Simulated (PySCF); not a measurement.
Geometry relaxation, with input and output: C$_{7}$H$_{18}$Cl$_{2}$SSi$_{2}$ (part 2 of 2)

C$_{7}$H$_{18}$Cl$_{2}$SSi$_{2}$; PBE0-D3(BJ)/def2-SVP geometry optimisation, gas phase (PySCF 2.14.0). 

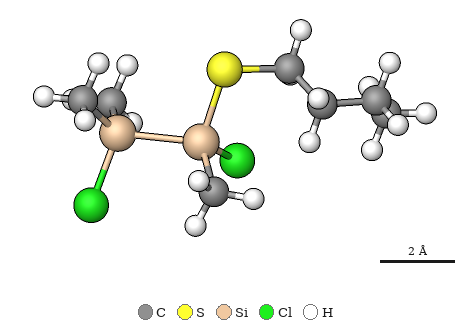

Figure 1. The geometry at step 5 of the log (ball-and-stick view, seen at a tilt).

Trajectory as extended XYZ, continued:
```
30
Properties=species:S:1:pos:R:3:forces:R:3 step=3 energy=-59145.87143
C     4.1131    1.1808   -0.0543   -0.0584  -0.0373   0.0002
C     3.8547   -0.0595    0.7902   -0.0309   0.0148   0.0078
C     2.4099   -0.5518    0.7537    0.0121   0.0232   0.0103
C     1.4196    0.4279    1.3589    0.0127  -0.0210  -0.0338
S    -0.2953   -0.2068    1.4554   -0.0229   0.0445   0.0102
Si   -0.8831   -0.3141   -0.6092    0.0172  -0.0276   0.0348
C    -0.3985   -1.8929   -1.4806   -0.0004   0.0079  -0.0409
Cl    0.0274    1.2769   -1.6227    0.0059   0.0224  -0.0069
Si   -3.1834    0.0817   -0.5857   -0.0327  -0.0105   0.0085
C    -4.0624   -1.0912    0.5775    0.0154   0.0137   0.0111
C    -3.5227    1.8750   -0.1966    0.0282   0.0055  -0.0335
Cl   -3.8456   -0.3234   -2.5344    0.0088  -0.0230  -0.0144
H     5.1823    1.4311   -0.0740    0.0653   0.0290  -0.0016
H     3.5777    2.0628    0.3297   -0.0027   0.0004  -0.0019
H     3.7849    1.0272   -1.0953    0.0007   0.0046   0.0117
H     4.5056   -0.8794    0.4450    0.0106  -0.0074  -0.0167
H     4.1479    0.1321    1.8378    0.0074   0.0022   0.0007
H     2.1255   -0.7406   -0.2953   -0.0025  -0.0110  -0.0134
H     2.3221   -1.5176    1.2773    0.0120   0.0102   0.0126
H     1.6838    0.6681    2.4006   -0.0069  -0.0192   0.0157
H     1.3897    1.3733    0.7976    0.0031  -0.0044   0.0165
H     0.6909   -1.9820   -1.5989   -0.0036   0.0016  -0.0077
H    -0.8722   -1.9163   -2.4744    0.0051  -0.0121  -0.0011
H    -0.7577   -2.7532   -0.8951   -0.0102  -0.0085  -0.0032
H    -5.1432   -0.8839    0.5948   -0.0227   0.0023  -0.0026
H    -3.9160   -2.1349    0.2633    0.0010  -0.0145   0.0113
H    -3.6673   -0.9741    1.5997   -0.0032  -0.0008  -0.0047
H    -4.6007    2.0933   -0.2213   -0.0173  -0.0019  -0.0030
H    -3.1331    2.1082    0.8065    0.0080   0.0124   0.0160
H    -3.0119    2.5219   -0.9254    0.0010   0.0043   0.0177
30
Properties=species:S:1:pos:R:3:forces:R:3 step=4 energy=-59145.87286
C     4.0996    1.2029   -0.0381   -0.0549  -0.0503  -0.0007
C     3.8548   -0.0570    0.7814   -0.0083   0.0187   0.0188
C     2.4130   -0.5570    0.7465   -0.0212  -0.0141  -0.0069
C     1.4214    0.4070    1.3737    0.0356   0.0274  -0.0189
S    -0.2972   -0.2175    1.4602   -0.0146   0.0077  -0.0036
Si   -0.8822   -0.3234   -0.6058    0.0331  -0.0310   0.0522
C    -0.3891   -1.8938   -1.4898   -0.0304   0.0191  -0.0215
Cl    0.0178    1.2788   -1.6095    0.0252   0.0345  -0.0194
Si   -3.1828    0.0701   -0.5867   -0.0354  -0.0137   0.0333
C    -4.0695   -1.0781    0.5959    0.0312   0.0281   0.0066
C    -3.5199    1.8705   -0.2273    0.0471  -0.0072  -0.0313
Cl   -3.8335   -0.3703   -2.5304   -0.0052  -0.0218  -0.0279
H     5.1673    1.4603   -0.0595    0.0564   0.0297   0.0001
H     3.5604    2.0723    0.3681    0.0014   0.0073  -0.0018
H     3.7654    1.0689   -1.0798   -0.0011   0.0060   0.0070
H     4.5076   -0.8655    0.4131    0.0049  -0.0043  -0.0153
H     4.1569    0.1137    1.8303    0.0021   0.0032  -0.0011
H     2.1240   -0.7314   -0.3037   -0.0064   0.0000  -0.0200
H     2.3341   -1.5327    1.2532    0.0131   0.0148   0.0193
H     1.6889    0.6228    2.4202   -0.0166  -0.0219   0.0133
H     1.3967    1.3667    0.8367   -0.0092  -0.0107   0.0044
H     0.7002   -1.9791   -1.6083    0.0105   0.0028  -0.0054
H    -0.8626   -1.9102   -2.4839    0.0047  -0.0091   0.0009
H    -0.7476   -2.7595   -0.9119   -0.0052  -0.0113  -0.0048
H    -5.1498   -0.8677    0.6036   -0.0220  -0.0041  -0.0040
H    -3.9220   -2.1292    0.3080   -0.0041  -0.0133   0.0073
H    -3.6782   -0.9362    1.6164   -0.0062  -0.0050  -0.0020
H    -4.5970    2.0920   -0.2592   -0.0191  -0.0001  -0.0023
H    -3.1323    2.1162    0.7738   -0.0015   0.0121   0.0117
H    -3.0026    2.5050   -0.9623   -0.0036   0.0063   0.0118
30
Properties=species:S:1:pos:R:3:forces:R:3 step=5 energy=-59145.87275
C     4.0500    1.2660   -0.0063   -0.0090  -0.0275  -0.0054
C     3.8466   -0.0374    0.7543    0.0280   0.0102   0.0109
C     2.4144   -0.5637    0.7257   -0.0304  -0.0443  -0.0290
C     1.4201    0.3558    1.4105    0.0463   0.0782   0.0269
S    -0.2965   -0.2701    1.4793   -0.0279  -0.0514  -0.0163
Si   -0.8687   -0.3599   -0.5900    0.0087  -0.0129   0.0416
C    -0.3750   -1.9135   -1.5038   -0.0351   0.0131   0.0046
Cl    0.0326    1.2584   -1.5690    0.0232   0.0304  -0.0253
Si   -3.1690    0.0444   -0.5856   -0.0029  -0.0116   0.0348
C    -4.0819   -1.0444    0.6328    0.0298   0.0294   0.0055
C    -3.4858    1.8613   -0.2922    0.0352  -0.0129  -0.0150
Cl   -3.7991   -0.4650   -2.5188   -0.0282  -0.0049  -0.0261
H     5.1130    1.5484   -0.0354    0.0029   0.0076   0.0028
H     3.5015    2.1028    0.4526    0.0050   0.0093  -0.0002
H     3.6972    1.1771   -1.0465   -0.0019   0.0035  -0.0008
H     4.5056   -0.8133    0.3298   -0.0031   0.0022  -0.0037
H     4.1716    0.0868    1.8029   -0.0075   0.0010  -0.0026
H     2.1094   -0.7017   -0.3260   -0.0002   0.0148  -0.0005
H     2.3644   -1.5607    1.1933    0.0080   0.0133   0.0195
H     1.6934    0.5141    2.4662   -0.0059  -0.0156  -0.0031
H     1.3886    1.3442    0.9293   -0.0075  -0.0124  -0.0086
H     0.7142   -2.0004   -1.6210    0.0123  -0.0012   0.0016
H    -0.8453   -1.9067   -2.4994    0.0013  -0.0001   0.0016
H    -0.7410   -2.7905   -0.9476    0.0059  -0.0063  -0.0054
H    -5.1603   -0.8224    0.6165   -0.0050  -0.0103  -0.0049
H    -3.9410   -2.1098    0.3991   -0.0062  -0.0038  -0.0027
H    -3.7021   -0.8570    1.6502   -0.0074  -0.0062   0.0029
H    -4.5597    2.0960   -0.3429   -0.0070   0.0029  -0.0008
H    -3.1052    2.1340    0.7053   -0.0142   0.0031  -0.0001
H    -2.9501    2.4659   -1.0386   -0.0073   0.0023  -0.0023
30
Properties=species:S:1:pos:R:3:forces:R:3 step=6 energy=-59145.87319
C     4.0409    1.2849    0.0011    0.0086  -0.0004  -0.0023
C     3.8490   -0.0251    0.7527    0.0174   0.0036   0.0013
C     2.4203   -0.5624    0.7230   -0.0167  -0.0294  -0.0209
C     1.4205    0.3442    1.4171    0.0186   0.0441   0.0192
S    -0.2931   -0.2957    1.4790   -0.0032  -0.0373  -0.0121
Si   -0.8669   -0.3736   -0.5900    0.0003   0.0010   0.0154
C    -0.3818   -1.9231   -1.5150   -0.0124   0.0067   0.0077
Cl    0.0382    1.2471   -1.5658    0.0085   0.0093  -0.0060
Si   -3.1673    0.0368   -0.5826    0.0113  -0.0054   0.0127
C    -4.0820   -1.0369    0.6471    0.0117   0.0136   0.0079
C    -3.4752    1.8577   -0.3064    0.0099  -0.0047  -0.0053
Cl   -3.8067   -0.4866   -2.5105   -0.0181   0.0005  -0.0060
H     5.1019    1.5767   -0.0277   -0.0136  -0.0033   0.0007
H     3.4876    2.1148    0.4669    0.0024   0.0038   0.0000
H     3.6865    1.2015   -1.0389   -0.0009   0.0005  -0.0029
H     4.5127   -0.7926    0.3203   -0.0048   0.0015   0.0027
H     4.1750    0.0936    1.8016   -0.0046   0.0007  -0.0009
H     2.1145   -0.6947   -0.3291   -0.0015   0.0062   0.0041
H     2.3802   -1.5618    1.1860    0.0027   0.0047   0.0079
H     1.6920    0.4912    2.4747   -0.0061  -0.0048  -0.0037
H     1.3810    1.3367    0.9458   -0.0041  -0.0036  -0.0080
H     0.7071   -2.0134   -1.6351    0.0058  -0.0008   0.0034
H    -0.8538   -1.9072   -2.5097   -0.0002   0.0033   0.0006
H    -0.7499   -2.8037   -0.9657    0.0048  -0.0009  -0.0019
H    -5.1601   -0.8126    0.6284    0.0026  -0.0065  -0.0039
H    -3.9454   -2.1052    0.4238   -0.0018   0.0006  -0.0038
H    -3.7022   -0.8418    1.6631   -0.0039  -0.0024   0.0021
H    -4.5485    2.0961   -0.3585    0.0008   0.0008  -0.0011
H    -3.0940    2.1395    0.6884   -0.0104  -0.0004  -0.0023
H    -2.9385    2.4539   -1.0588   -0.0028  -0.0008  -0.0048
30
Properties=species:S:1:pos:R:3:forces:R:3 step=7 energy=-59145.87335
C     4.0279    1.2963   -0.0031    0.0130   0.0167   0.0006
C     3.8485   -0.0144    0.7499   -0.0008  -0.0037  -0.0084
C     2.4233   -0.5625    0.7253    0.0090   0.0057   0.0036
C     1.4196    0.3358    1.4250   -0.0117  -0.0082   0.0028
S    -0.2887   -0.3222    1.4822    0.0081  -0.0104   0.0026
Si   -0.8627   -0.3801   -0.5864   -0.0127   0.0162  -0.0129
C    -0.3784   -1.9199   -1.5266    0.0114  -0.0040  -0.0011
Cl    0.0421    1.2494   -1.5518   -0.0061  -0.0133   0.0108
Si   -3.1644    0.0274   -0.5766    0.0154   0.0030  -0.0141
C    -4.0746   -1.0342    0.6658   -0.0059  -0.0056   0.0103
C    -3.4725    1.8511   -0.3211   -0.0124   0.0055   0.0030
Cl   -3.8154   -0.5132   -2.4973   -0.0028   0.0034   0.0132
H     5.0866    1.5962   -0.0358   -0.0131  -0.0078  -0.0021
H     3.4714    2.1233    0.4644   -0.0014  -0.0032  -0.0002
H     3.6701    1.2104   -1.0417   -0.0002  -0.0015  -0.0019
H     4.5155   -0.7773    0.3145    0.0000   0.0007   0.0056
H     4.1769    0.1066    1.7976   -0.0003   0.0018   0.0005
H     2.1139   -0.6960   -0.3256   -0.0009  -0.0028   0.0066
H     2.3935   -1.5611    1.1906   -0.0029  -0.0036  -0.0067
H     1.6889    0.4768    2.4838    0.0003   0.0078  -0.0024
H     1.3699    1.3296    0.9580    0.0044   0.0029  -0.0031
H     0.7109   -2.0084   -1.6474   -0.0043  -0.0007   0.0020
H    -0.8501   -1.8927   -2.5211    0.0001   0.0017  -0.0003
H    -0.7457   -2.8075   -0.9882    0.0005   0.0029   0.0021
H    -5.1536   -0.8139    0.6438    0.0050  -0.0003  -0.0015
H    -3.9367   -2.1045    0.4525    0.0034   0.0025  -0.0019
H    -3.6964   -0.8294    1.6803    0.0005   0.0012   0.0000
H    -4.5464    2.0873   -0.3759    0.0044  -0.0024  -0.0024
H    -3.0936    2.1463    0.6706   -0.0022  -0.0012  -0.0021
H    -2.9380    2.4395   -1.0810    0.0023  -0.0032  -0.0026
```

Key numbers:

| quantity | value |
| --- | --- |
| outcome | converged |
| total energy | −2173.570773 hartree |
| dipole moment | 1.90 D |
| point group | C1 |
| hardware | 2 CPU threads, shared host |
| wall time | 7.6 min (CPU time 17 min) |
| peak memory | 2.3 GiB |
